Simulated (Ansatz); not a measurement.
Partial pair distribution functions of a relaxed model of amorphous hafnium silicate (Si20O47Hf4), broadened by 0.06 Å; density 3.20 g/cm³. Computed with PBE, scalar-relativistic without spin-orbit coupling (plane waves to 420 eV, PAW; Ansatz, an electronic-structure program). The usual formal charges leave 2 electrons over, so the level spacing at the Fermi energy parts defect or band states and needn't be the band gap.

It comes from a melt-quench run on a machine-learned potential (CHGNet), relaxed afterwards by DFT. O atoms were pushed apart under 1.9 Å during the dynamics, to hinder bonds among them. The hot cell started wider than the set density and was brought back towards it in steps. It is the lowest in DFT energy of 2 quenches. It is a model cell: composition and starting density were chosen by hand, and all elements were melted together. No dispersion term was used. Its density started from a set value of 3.20 and ended at 3.20 g/cm³. The quench (nominally 320 K/ps over its main leg) was far faster than any real one, so the model tends to hold more defects than a real film. A cell of this size samples the disorder only roughly. The volume was held where the preparation left it, at a PBE pressure of 0.6 GPa. Stress components on the final sampling reach 2.8 GPa.

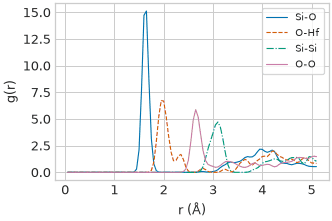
Partial pair distribution functions

Highest peaks under 4.5 Å: Si-O near 1.65 Å, O-Hf near 1.95 Å, Si-Si near 3.10 Å, O-O near 2.65 Å; pairs of few atoms are noisy.

Within 1.92 Å each Si has 3.95 O neighbours on average.
